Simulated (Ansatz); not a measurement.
## A computed series for Sn: response to strain

Take Sn in the diamond structure (space group Fd-3m, No. 227; a = 6.566 Å) as the base. Axes: x, y, z lie along the cube axes.

Strains are applied to the cell and any free atomic positions relax; under biaxial strain the out-of-plane vector relaxes too.

Computed with Kohn–Sham DFT with the r2SCAN functional, run in Ansatz (an electronic-structure program) with PAW and 500 eV plane waves, spin-orbit coupling left out.

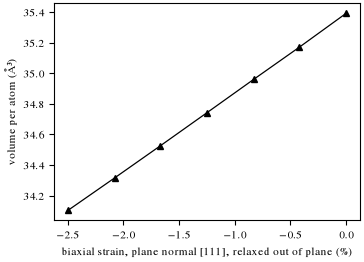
Fig. 1. Volume per atom against biaxial strain, plane normal [111], relaxed out of plane

Q: From the plot, what is the volume per atom for biaxial strain −1.25 %, plane normal [111], relaxed out of plane?

A: About 34.7 Å³.

Q: Is the trend monotonic over the range shown?

A: Yes, it rises throughout, spanning 34.10 Å³ to 35.39 Å³.

Stability against distortions was not tested.
